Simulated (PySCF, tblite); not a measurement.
**C5H11O2Si radical: geometry, infrared bands and EPR parameters**

Wanted: the infrared bands and EPR parameters of C5H11O2Si radical (`CO[C@@H](C)[CH][SiH2]C=O`), by calculation.

Computed with tblite 0.8.0 and PySCF 2.14.0, with density-fitted response routines of our own, on a single molecule in the gas phase. Atoms are numbered from 0 throughout.

### 1 The starting structure

19 atoms, charge 0, multiplicity 2; geometry from: force field or distance geometry start.

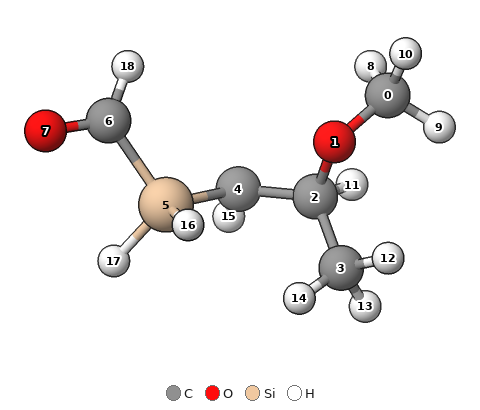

The starting geometry (carbon grey, oxygen red, silicon light orange, hydrogen white), atoms numbered.

### 2 Optimising the geometry with GFN2-xTB

What the job is given:

```
{"job": {"kind": "relax", "xc": "GFN2-xTB", "basis": "xTB"}, "charge": 0, "multiplicity": 2}
C     -1.875800     1.633400    -0.716900
O     -0.898800     0.674900    -0.899600
C     -0.844000    -0.202700     0.206700
C     -1.294800    -1.533100    -0.290200
C      0.438800    -0.095400     0.894500
Si     1.954700    -0.612700     0.043000
C      3.142200     0.812600    -0.085800
O      4.335000     0.501500    -0.245500
H     -1.728400     2.261000     0.189100
H     -2.902300     1.156100    -0.579000
H     -1.972600     2.307000    -1.587000
H     -1.665700     0.169800     0.899600
H     -1.958500    -1.402800    -1.178600
H     -1.937600    -2.100000     0.425300
H     -0.485200    -2.197200    -0.586200
H      0.359400    -0.467100     1.937600
H      1.823100    -1.133500    -1.311000
H      2.674400    -1.606900     0.902000
H      2.826300     1.844500    -0.010200
```

Run with:

```sh
$ OMP_NUM_THREADS=1 python probes_run.py task.json out
```

The driver reads the jobs from task.json and runs them one after another.

Log:

```text
step      E/eV     max force
  0    -707.99102    3.287
  1    -708.23004    3.917
  2    -708.34201    1.113
  3    -708.39458    0.892
  4    -708.47985    0.622
  5    -708.50883    0.456
  6    -708.54064    0.338
  7    -708.55463    0.294
  8    -708.56609    0.235
  9    -708.57529    0.210
 10    -708.58329    0.208
 11    -708.59004    0.241
 12    -708.59717    0.260
 13    -708.60419    0.213
 14    -708.60919    0.152
 15    -708.61230    0.122
 16    -708.61496    0.117
 17    -708.61815    0.129
 18    -708.62222    0.145
 19    -708.62670    0.160
 20    -708.63098    0.174
 21    -708.63511    0.176
 22    -708.63961    0.188
 23    -708.64470    0.165
 24    -708.65023    0.187
 25    -708.65610    0.217
 26    -708.66277    0.220
 27    -708.67087    0.252
 28    -708.68040    0.236
 29    -708.69101    0.237
 30    -708.70212    0.232
 31    -708.71211    0.198
 32    -708.71870    0.224
 33    -708.71605    0.358
 34    -708.72586    0.132
 35    -708.72825    0.139
 36    -708.73286    0.158
 37    -708.73564    0.149
 38    -708.73992    0.186
 39    -708.74499    0.149
 40    -708.75119    0.173
 41    -708.75695    0.219
 42    -708.76161    0.218
 43    -708.76680    0.164
 44    -708.77083    0.155
 45    -708.77831    0.173
 46    -708.78764    0.243
 47    -708.79710    0.302
 48    -708.80534    0.289
 49    -708.81070    0.297
 50    -708.81729    0.205
 51    -708.82198    0.212
 52    -708.82721    0.131
 53    -708.83203    0.103
 54    -708.83469    0.125
 55    -708.83781    0.106
 56    -708.84107    0.139
 57    -708.84447    0.159
 58    -708.84720    0.176
 59    -708.84967    0.185
 60    -708.85259    0.272
 61    -708.85799    0.207
 62    -708.86298    0.153
 63    -708.86928    0.139
 64    -708.87400    0.167
 65    -708.87818    0.175
 66    -708.88198    0.152
 67    -708.88429    0.281
 68    -708.88768    0.116
 69    -708.88988    0.103
 70    -708.89262    0.108
 71    -708.89461    0.139
 72    -708.89725    0.099
 73    -708.89908    0.078
 74    -708.90046    0.086
 75    -708.90182    0.088
 76    -708.90361    0.094
 77    -708.90520    0.094
 78    -708.90615    0.068
 79    -708.90664    0.047
 80    -708.90700    0.081
 81    -708.90742    0.060
 82    -708.90816    0.069
 83    -708.90894    0.067
 84    -708.90955    0.082
 85    -708.91005    0.054
 86    -708.91046    0.058
 87    -708.91087    0.039
 88    -708.91127    0.043
 89    -708.91166    0.047
 90    -708.91201    0.042
 91    -708.91231    0.048
 92    -708.91264    0.052
 93    -708.91310    0.054
 94    -708.91372    0.068
 95    -708.91433    0.057
 96    -708.91479    0.048
 97    -708.91520    0.047
 98    -708.91567    0.054
 99    -708.91613    0.054
100    -708.91645    0.048
101    -708.91661    0.040
102    -708.91671    0.025
103    -708.91681    0.026
104    -708.91693    0.020
105    -708.91705    0.026
106    -708.91717    0.034
107    -708.91732    0.037
108    -708.91751    0.032
109    -708.91768    0.026
110    -708.91783    0.023
111    -708.91796    0.022
112    -708.91806    0.029
113    -708.91815    0.026
114    -708.91821    0.029
115    -708.91828    0.020
116    -708.91838    0.026
117    -708.91849    0.025
118    -708.91860    0.025
119    -708.91870    0.024
120    -708.91880    0.031
121    -708.91892    0.029
122    -708.91904    0.027
123    -708.91914    0.029
124    -708.91924    0.027
125    -708.91937    0.036
126    -708.91953    0.036
127    -708.91972    0.031
128    -708.91993    0.033
129    -708.92016    0.049
130    -708.92041    0.053
131    -708.92062    0.042
132    -708.92078    0.025
133    -708.92089    0.032
134    -708.92101    0.035
135    -708.92117    0.028
136    -708.92133    0.028
137    -708.92143    0.027
138    -708.92155    0.030
139    -708.92169    0.029
140    -708.92191    0.031
141    -708.92204    0.031
142    -708.92215    0.038
143    -708.92224    0.029
144    -708.92236    0.045
145    -708.92251    0.030
146    -708.92267    0.030
147    -708.92284    0.027
148    -708.92296    0.021
149    -708.92303    0.018
150    -708.92309    0.018
151    -708.92314    0.023
152    -708.92320    0.022
153    -708.92327    0.020
154    -708.92342    0.023
155    -708.92357    0.032
156    -708.92379    0.036
157    -708.92399    0.067
158    -708.92348    0.135
159    -708.92426    0.029
160    -708.92438    0.030
161    -708.92463    0.049
162    -708.92476    0.018
163    -708.92485    0.017
164    -708.92492    0.014
165    -708.92494    0.015
166    -708.92498    0.018
167    -708.92501    0.018
168    -708.92505    0.014
169    -708.92509    0.017
170    -708.92514    0.016
171    -708.92518    0.014
172    -708.92522    0.013
173    -708.92524    0.009
```

It took 1.5 s on 1 thread of Arm Neoverse V1, shared host.

The steps of the relaxation: (not every step is listed)

| step | energy from step 0 (eV) | largest force (eV/Å) |
| --- | --- | --- |
| 0 | 0.0000 | 3.2867 |
| 1 | -0.2390 | 3.9172 |
| 2 | -0.3510 | 1.1133 |
| 3 | -0.4036 | 0.8920 |
| 4 | -0.4888 | 0.6220 |
| 5 | -0.5178 | 0.4558 |
| 6 | -0.5496 | 0.3376 |
| 7 | -0.5636 | 0.2942 |
| 8 | -0.5751 | 0.2353 |
| 24 | -0.6592 | 0.1866 |
| 40 | -0.7602 | 0.1735 |
| 56 | -0.8500 | 0.1391 |
| 72 | -0.9062 | 0.0987 |
| 88 | -0.9202 | 0.0428 |
| 104 | -0.9259 | 0.0202 |
| 120 | -0.9278 | 0.0311 |
| 136 | -0.9303 | 0.0279 |
| 152 | -0.9322 | 0.0218 |
| 168 | -0.9340 | 0.0140 |
| 169 | -0.9341 | 0.0166 |
| 170 | -0.9341 | 0.0162 |
| 171 | -0.9342 | 0.0141 |
| 172 | -0.9342 | 0.0132 |
| 173 | -0.9342 | 0.0095 |

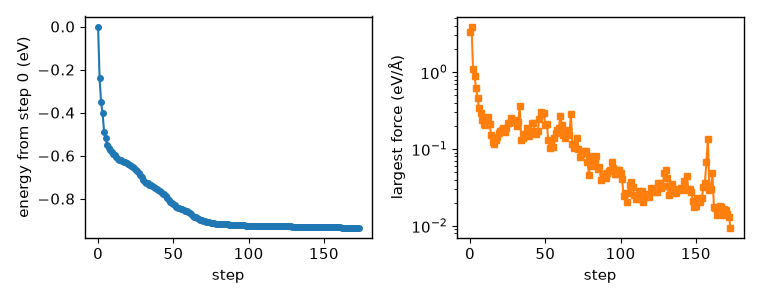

Energy and force, step by step.

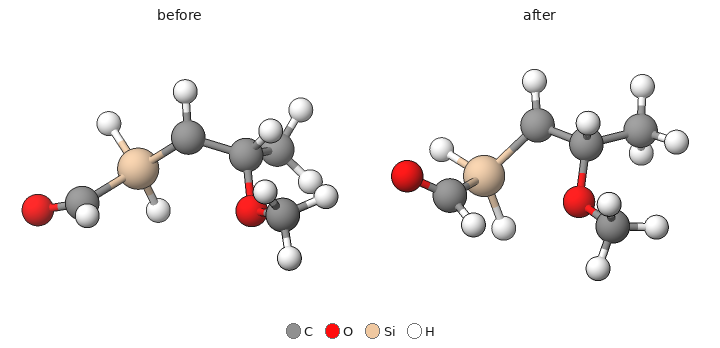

The geometry before (left) and after (right).

Close pairs (by a distance rule), those that changed most:

| bond | before (Å) | after (Å) | change (Å) |
| --- | --- | --- | --- |
| Si5–C6 | 1.860 | 1.936 | +0.077 |
| C2–C3 | 1.490 | 1.541 | +0.051 |
| C0–H9 | 1.140 | 1.095 | -0.045 |
| C6–O7 | 1.243 | 1.201 | -0.042 |
| Si5–H17 | 1.498 | 1.463 | -0.035 |
| C4–H15 | 1.110 | 1.077 | -0.033 |
| C3–H13 | 1.116 | 1.086 | -0.030 |
| C3–H12 | 1.117 | 1.087 | -0.029 |

The final coordinates are the input of the step that follows.

### 3 Infrared spectrum with GFN2-xTB

What the job is given:

```
{"job": {"kind": "ir", "xc": "GFN2-xTB", "basis": "xTB"}, "charge": 0, "multiplicity": 2}
C     -1.323749     1.444808    -1.093796
O     -0.387589     0.457421    -0.752526
C     -0.684244    -0.305701     0.402760
C     -1.816717    -1.322787     0.163983
C      0.573613    -0.991389     0.774176
Si     2.072511    -0.705201    -0.243959
C      2.544602     1.138894     0.110091
O      3.388000     1.488651     0.890593
H     -1.523489     2.113273    -0.246613
H     -2.270747     1.013427    -1.435994
H     -0.883666     2.018607    -1.907832
H     -1.011705     0.375851     1.214968
H     -2.756284    -0.817640    -0.047102
H     -1.944680    -1.939454     1.048996
H     -1.552946    -1.957381    -0.678100
H      0.556632    -1.566463     1.685186
H      1.901031    -0.795080    -1.694251
H      3.172174    -1.541612     0.236713
H      1.937447     1.901028    -0.419590
```

Log:

```text
mode    cm-1     km/mol
  1      26.7      2.29
  2      44.5      0.42
  3      52.9      6.78
  4      86.3      1.90
  5     113.2      6.47
  6     143.8      4.82
  7     175.9      0.66
  8     216.4      1.79
  9     300.2      5.89
 10     305.5      4.13
 11     355.3      5.64
 12     422.6      5.21
 13     457.9     46.26
 14     487.3     22.91
 15     542.9     28.05
 16     596.8     32.59
 17     636.0     31.56
 18     653.3     33.58
 19     761.0    100.60
 20     768.3     65.02
 21     805.6     81.76
 22     877.7     25.27
 23     977.5     16.78
 24    1010.5     11.72
 25    1036.4     15.14
 26    1090.6     60.96
 27    1127.1     11.30
 28    1135.4     21.92
 29    1173.5     40.05
 30    1245.6     31.42
 31    1265.1     16.29
 32    1298.2     18.19
 33    1327.1     74.87
 34    1382.2      6.12
 35    1406.8      0.65
 36    1470.9      4.59
 37    1481.2      1.04
 38    1489.1      3.33
 39    1492.6      4.48
 40    1748.5    518.57
 41    2247.2    310.69
 42    2265.8    239.89
 43    2704.8    148.19
 44    2728.3     68.53
 45    2901.0     47.22
 46    2929.8     48.46
 47    3022.0     14.43
 48    3030.4     35.21
 49    3047.7     14.76
 50    3050.0     20.21
 51    3092.2     23.32
```

Wall time 0.77 s (1 thread of Arm Neoverse V1, shared host).

Which atoms move in the most intense modes:

| cm⁻¹ | km/mol | atoms |
| --- | --- | --- |
| 761 | 100.6 | H16 42 %, H17 32 % |
| 806 | 81.8 | C4 27 %, Si5 20 %, H17 12 % |
| 1327 | 74.9 | H18 80 %, C6 10 % |
| 1748 | 518.6 | C6 58 %, O7 42 % |
| 2247 | 310.7 | H16 90 % |
| 2266 | 239.9 | H17 91 % |
| 2705 | 148.2 | H18 94 % |
| 2728 | 68.5 | H11 94 % |

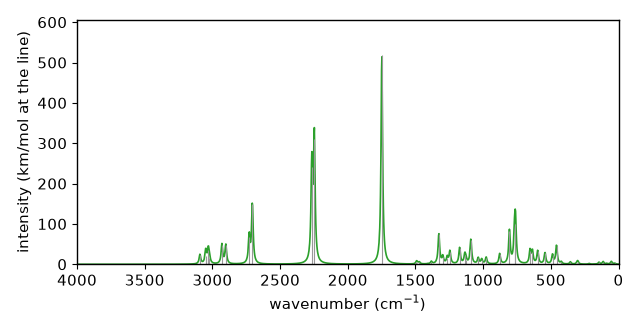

The infrared spectrum from these modes, unscaled. Lines are broadened to a width of 14 cm⁻¹ (Lorentzian).

### 4 g tensor and hyperfine couplings: B3LYP/pcH-1

The job, as its differences from that of step 3:

```diff
@@ -1,2 +1,2 @@
-{"job": {"kind": "ir", "xc": "GFN2-xTB", "basis": "xTB"}, "charge": 0, "multiplicity": 2}
+{"job": {"kind": "epr", "basis": "pcH-1"}, "charge": 0, "multiplicity": 2}
 C     -1.323749     1.444808    -1.093796
```

Method: UKS B3LYP, pcH-1 on C H O Si, non-relativistic, mean-field spin-orbit, GIAO.

Log:

```text
UKS, coarse grid
  cycle   1  E = -636.86040705  |g| = 6.90e-01
  cycle   2  E = -636.09707306  |g| = 1.51e+00
  cycle   3  E = -636.99956026  |g| = 2.98e-01
  cycle   4  E = -637.03947545  |g| = 8.29e-02
  cycle   5  E = -637.04202016  |g| = 3.33e-02
  cycle   6  E = -637.04244649  |g| = 1.11e-02
  cycle   7  E = -637.04251495  |g| = 3.64e-03
  cycle   8  E = -637.04252529  |g| = 2.26e-03
  cycle   9  E = -637.04252936  |g| = 5.50e-04
UKS, final grid
  cycle   1  E = -637.04255389  |g| = 9.47e-04
  cycle   2  E = -637.04255271  |g| = 2.08e-03
  cycle   3  E = -637.04255426  |g| = 1.52e-04
  cycle   4  E = -637.04255428  |g| = 4.85e-05
  cycle   5  E = -637.04255429  |g| = 2.84e-05
E = -637.04255429 Eh   <S^2> = 0.7565 (exact 0.7500)
g shifts (ppm)      1          2          3
  rmc          -140       -140       -140
  gc             10         27         38
  oz_so        -158        861        944
  total        -288        748        842
hyperfine (MHz)  atom isotope    a_iso     a_fc   dipolar eigenvalues
    0   13C      -0.69      -0.69     -0.29     -0.17      0.45
    1   17O       2.42       2.42     -1.27      0.29      0.99
    2   13C     -30.57     -30.57     -2.18      0.79      1.39
    3   13C      60.30      60.31     -4.09     -3.95      8.04
    4   13C      75.30      75.39    -72.19    -71.62    143.82
    5  29Si      52.92      53.01     -2.98      0.28      2.70
    6   13C      51.49      51.52     -6.53     -4.65     11.18
    7   17O      -2.16      -2.17    -21.56      5.67     15.89
    8    1H       0.55       0.55     -1.21     -1.11      2.32
    9    1H      -0.06      -0.06     -0.99     -0.91      1.90
   10    1H       0.46       0.46     -0.86     -0.75      1.61
   11    1H      95.17      95.17     -4.89     -3.42      8.31
   12    1H      13.29      13.29     -2.82     -1.58      4.40
   13    1H      -1.40      -1.40     -4.29     -2.43      6.73
   14    1H      -3.11      -3.11     -4.93     -1.98      6.91
   15    1H     -54.89     -54.90    -34.61     -0.41     35.02
   16    1H      61.55      61.55     -2.75     -1.82      4.57
   17    1H       0.28       0.28     -3.04     -2.42      5.46
   18    1H      20.98      20.98     -2.72     -1.13      3.85
```

It took 2.5 min on 1 thread of Arm Neoverse V1, shared host; peak memory 0.97 GiB.

Principal g values 2.00203, 2.00307, 2.00316; g(iso) = 2.00275, against 2.00232 for a free electron.

Mean a(iso) over the nuclei that a row names, and the largest dipolar term of the row (other rows stand at the frozen geometry):

| nuclei | isotope | a(iso) (MHz) | a(iso) (G, at g = 2.0023) | largest dipolar term (MHz) |
| --- | --- | --- | --- | --- |
| H11 | 1H | 95.2 | 34.0 | 8.3 |
| C4 | 13C | 75.3 | 26.9 | 143.8 |
| H16 | 1H | 61.5 | 22.0 | 4.6 |
| C3 | 13C | 60.3 | 21.5 | 8.0 |
| H15 | 1H | -54.9 | -19.6 | 35.0 |
| Si5 | 29Si | 52.9 | 18.9 | -3.0 |
| C6 | 13C | 51.5 | 18.4 | 11.2 |
| C2 | 13C | -30.6 | -10.9 | -2.2 |
| H18 | 1H | 21.0 | 7.5 | 3.8 |
| H12, H13, H14 | 1H | 2.9 | 1.0 | 6.9 |
| O1 | 17O | 2.4 | 0.9 | -1.3 |
| O7 | 17O | -2.2 | -0.8 | -21.6 |
| C0 | 13C | -0.7 | -0.2 | 0.5 |
| H8, H9, H10 | 1H | 0.3 | 0.1 | 2.3 |

Mulliken spin populations:

C0 0.00; O1 0.00; C2 -0.07; C3 0.03; C4 0.96; Si5 -0.04; C6 0.04; O7 0.03; H8 0.00; H9 0.00; H10 0.00; H11 0.04; H12 0.01; H13 0.00; H14 0.00; H15 -0.04; H16 0.03; H17 0.00; H18 0.01

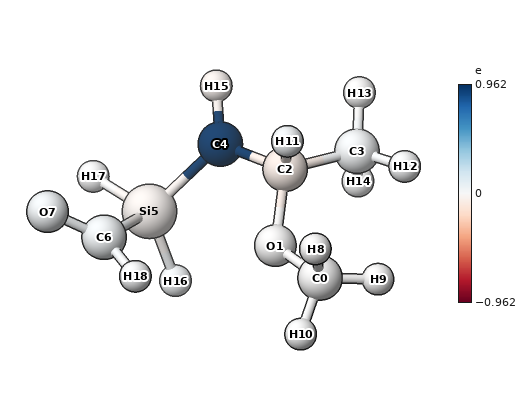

Mulliken spin populations, as colours on the atoms.

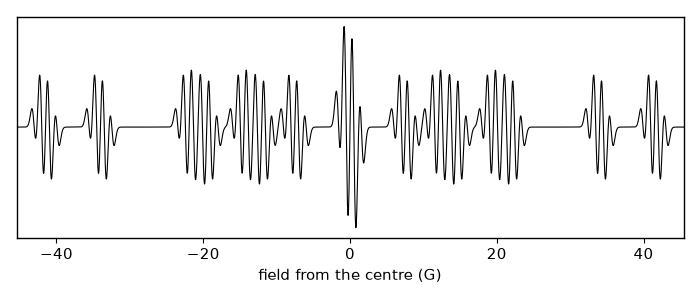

First-order isotropic spectrum (first derivative, main isotopes with spin only, couplings over 0.8 MHz, Gaussian width 0.3 G; couplings of the frozen geometry, rotation of groups not averaged beyond the rows shown).

The fields below are evaluated on a grid from the run's orbitals.

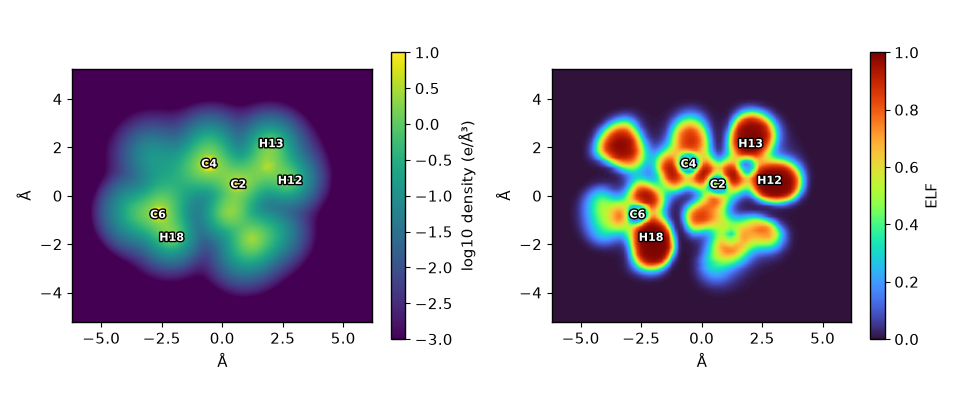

Density (left) and ELF (right) in a plane through or near 6 of the atoms.

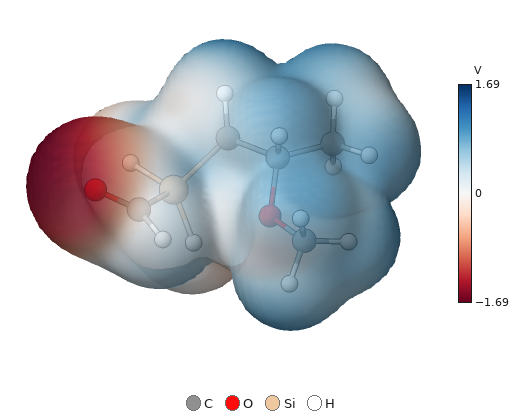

The potential that a unit positive charge feels on the 0.002 e/bohr³ surface, from -1.69 V near O7 to 0.99 V near H15.

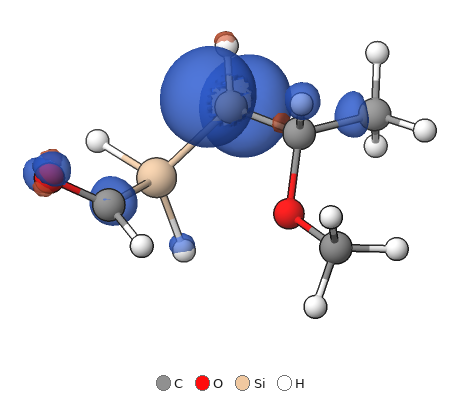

Spin density at ±0.04 e/Å³ (alpha excess blue, beta excess red).

### 5 What came out

| quantity | value |
| --- | --- |
| strongest single infrared mode (GFN2-xTB) | 1748 cm⁻¹, 519 km/mol |
| zero-point energy (GFN2-xTB) | 90.1 kcal/mol |
| g(iso) (B3LYP) | 2.00275 |
| ⟨S²⟩ | 0.756 (exact 0.75) |
| largest a(iso) (averaged by class) | 1H on H11, 95.2 MHz |
| surface potential, least and greatest | -1.69 V and 0.99 V |

**Reading.** Relaxing lowered the energy by 0.934 eV in 173 steps; the close pair that moved most is Si5–C6, from 1.860 to 1.936 Å. All 51 modes are real, so the xTB geometry is a minimum. The strongest single mode, at 1748 cm⁻¹, moves mainly C6 and O7. Unscaled tight-binding wavenumbers are off by several per cent, some by more. Its intensities can rank the bands wrongly. C4 carries the largest spin population, 0.96 e. The isotropic g lies 0.4 ppt above the free-electron value.
